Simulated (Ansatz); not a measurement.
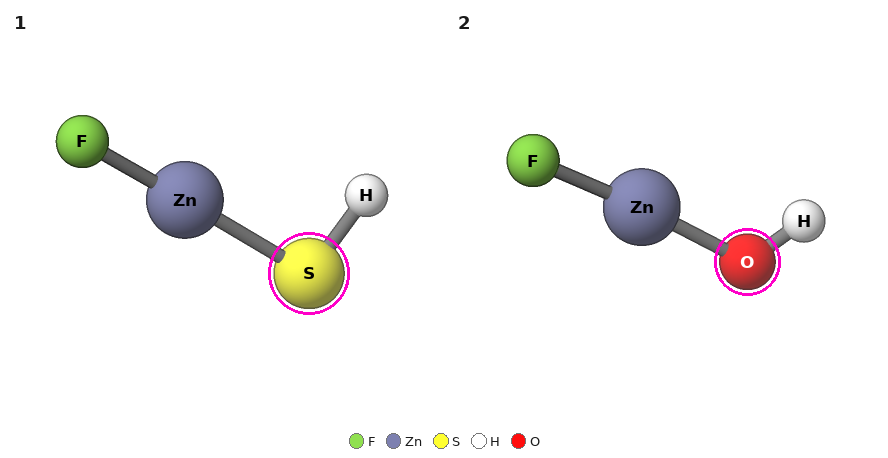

2 molecules with one skeleton, seen from the same side and at one scale; the atom that differs is circled. Charge 0, singlet. Computed geometries: PBE0-D4/def2-TZVP optimisations, one conformation each. Properties computed with Ansatz 0.2.0.

One atom differs, called X below: S in panel 1, O in panel 2. Their formulas are FHSZn (`[F][Zn][SH]`), FHOZn (`[OH][Zn][F]`).

In which is the length of X–H larger (PBE0-D4/def2-TZVP)?

In panel 1 (X = S).

In which is the length of X–Zn larger (PBE0-D4/def2-TZVP)?

In panel 1 (X = S).

Give the values. With PBE0-D4/def2-TZVP: length of X–H (Å), length of X–Zn (Å), angle Zn–X–H (°). With PBE-D4/def2-TZVPP: dipole moment (D), HOMO energy (Kohn–Sham orbital) (eV), HOMO–LUMO gap (eV).

| quantity | 1 (S) | 2 (O) | 2 − 1 |
| --- | --- | --- | --- |
| length of X–H (Å) | 1.345 | 0.959 | −0.386 |
| length of X–Zn (Å) | 2.141 | 1.759 | −0.382 |
| angle Zn–X–H (°) | 92.7 | 115.0 | +22.3 |
| dipole moment (D) | 1.68 | 1.95 | +0.27 |
| HOMO energy (Kohn–Sham orbital) (eV) | −6.60 | −7.13 | −0.53 |
| HOMO–LUMO gap (eV) | 4.31 | 4.73 | +0.42 |
